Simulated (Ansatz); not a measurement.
**C₃H₆FNO (SMILES CN=C(F)OC): density, localisation and related maps**

Input file:

```
crystal:
  periodic: [false, false, false]
  atoms:
    - {symbol: C, position_ang: [-1.674050, -0.340590, 1.126990]}
    - {symbol: N, position_ang: [-0.513439, 0.092804, 0.390874]}
    - {symbol: C, position_ang: [0.170171, -0.720822, -0.258364]}
    - {symbol: F, position_ang: [-0.063544, -2.029971, -0.356930]}
    - {symbol: O, position_ang: [1.248965, -0.448346, -0.968667]}
    - {symbol: C, position_ang: [1.641871, 0.918718, -0.970598]}
    - {symbol: H, position_ang: [-1.546901, -0.081159, 2.181036]}
    - {symbol: H, position_ang: [-1.877342, -1.412847, 1.053728]}
    - {symbol: H, position_ang: [-2.550072, 0.205590, 0.768179]}
    - {symbol: H, position_ang: [2.532536, 0.965838, -1.593111]}
    - {symbol: H, position_ang: [1.861048, 1.253155, 0.044390]}
    - {symbol: H, position_ang: [0.847758, 1.542432, -1.383426]}
basis:
  gaussian: {orbitals: def2-TZVPP}
hamiltonian: {xc: pbe0, dispersion: d4}
output: {orbitals: {seedname: orbitals}}
```

Launched as:

```sh
ansatz run in.yaml --threads 4 --pin off --events-out ev --progress --plain --max-ram 10444MiB
```

Geometry: PBE0-D4/def2-TZVP.

Level of theory: Ansatz 0.2.0, RKS PBE0-D4/def2-TZVPP.

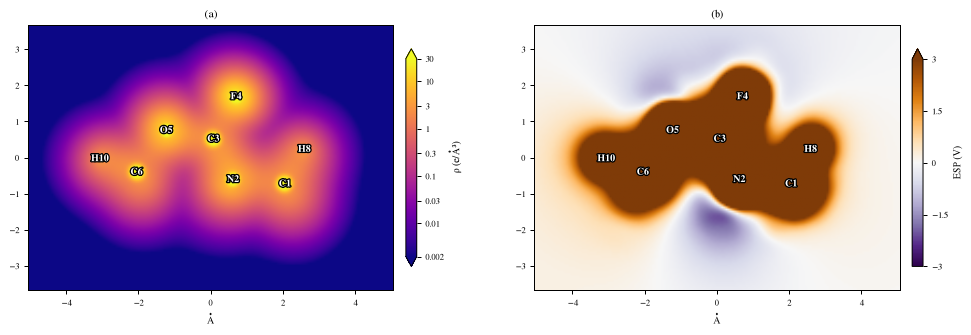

Figure 1. (a) total electron density; (b) molecular electrostatic potential on the plane of atoms C1, N2 and C3.

Q: What do the fields say about this system?

A:
- Atoms in the plane: C, N, F, O and H.
- C–N (1.25 Å): ρ is about 3 e/Å³ halfway.
- C–O (1.32 Å): ρ is about 2.6 e/Å³ halfway.
- C–F (1.33 Å): ρ is about 2.4 e/Å³ halfway.
- C–H (1.09 Å): ρ at the midpoint is about 2.1 e/Å³.
- C–O (1.42 Å): ρ at the midpoint is about 2 e/Å³, with its minimum of 1.7 e/Å³ about 0.5 Å from C.
- Outside the dense part of the molecule the potential is most negative (−2.1 V) near N2.

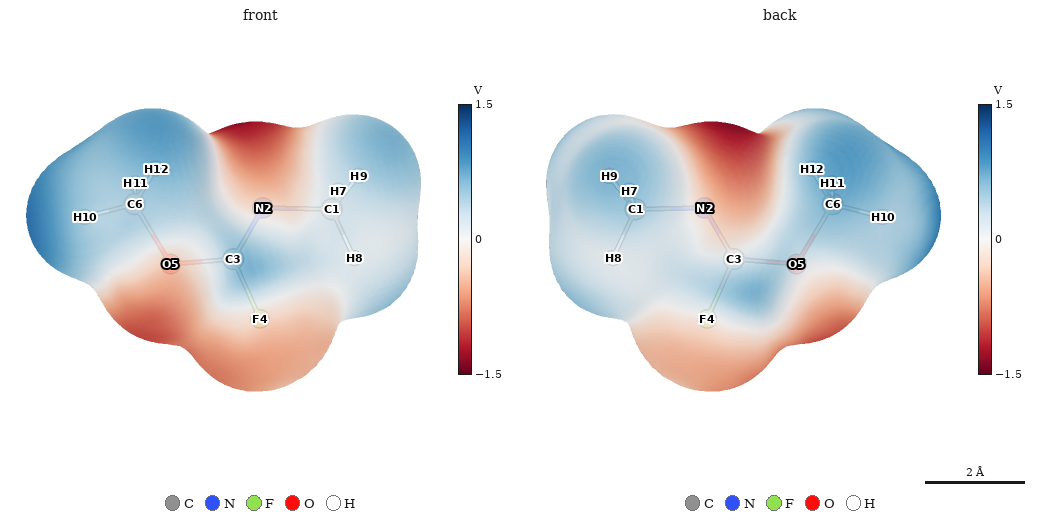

Figure 2. The electrostatic potential painted on the density surface at 0.002 e/bohr³, seen from the front and from behind; the colour scale runs from red (negative) to blue (positive).

Q: Which sites attract a positive test charge, and which a negative one?

A: A positive charge is drawn to the negative regions and a negative charge to the positive ones. The most negative region (about −1.3 V, or −30 kcal/mol for a unit charge) lies over N2, the most positive (about +1.1 V, or +25 kcal/mol for a unit charge) over H10. N2 is the likeliest acceptor of a hydrogen bond.

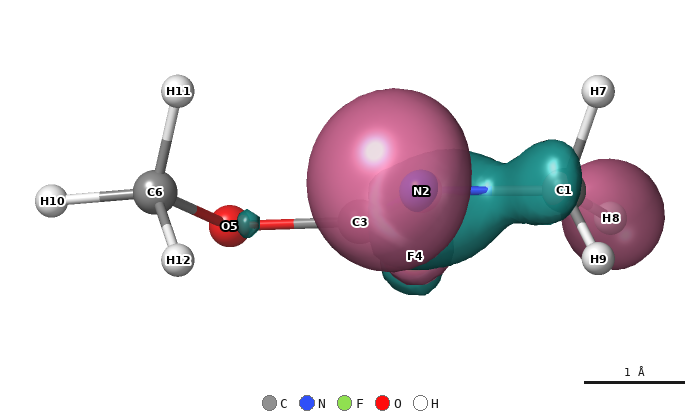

Figure 3. The HOMO−1 at ±0.2 Å⁻³ᐟ² (teal and pink are the two phases), seen from one side.

Q: Where does this orbital lie, and at what energy?

A: Its weight (Hirshfeld) is mainly on N2 (about 60 %), C1 (about 10 %), C3 (about 10 %) and H8 (about 10 %). Its energy is −7.95 eV.
